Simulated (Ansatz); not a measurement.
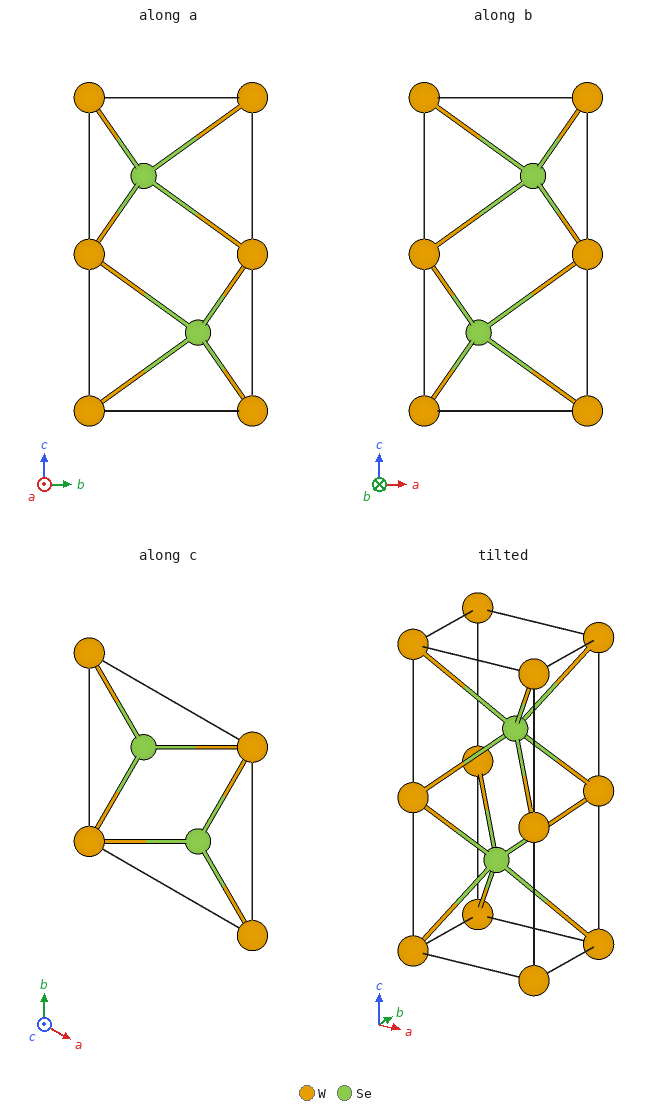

Crystal structure, ball-and-stick style, seen along the a axis, along the b axis, along the c axis and slightly off an axis. The parallelepiped is the conventional unit cell.

Lattice parameters: a = 4.2987 Å, b = 4.2987 Å, c = 7.1499 Å, α = 90.000°, β = 90.000°, γ = 120.000°.

### Convert the drawing into a CIF with its space group and independent sites.

```cif
data_structure
_symmetry_space_group_name_H-M 'P 63/m m c'
_symmetry_Int_Tables_number 194
_cell_length_a 4.2987
_cell_length_b 4.2987
_cell_length_c 7.1499
_cell_angle_alpha 90.000
_cell_angle_beta 90.000
_cell_angle_gamma 120.000
_cell_volume 114.42
loop_
_atom_site_label
_atom_site_type_symbol
_atom_site_symmetry_multiplicity
_atom_site_Wyckoff_symbol
_atom_site_fract_x
_atom_site_fract_y
_atom_site_fract_z
_atom_site_occupancy
W1 W 2 a 0.0000 0.0000 0.0000 1
Se1 Se 2 c 0.3333 0.6667 0.2500 1
```

Starting structure: a structure type filled with these elements by a generator (whether the compound takes this form wasn't checked). Earlier steps of the study, as a rule a relaxation of our own, may have changed the cell and positions, so they can lie some per cent off the listed ones. It was run through Ansatz as a DFT input.

At this level of theory the run's own cell isn't at rest (stretched, at -8 GPa), so its distances can differ from those at equilibrium, the more so the softer the solid.
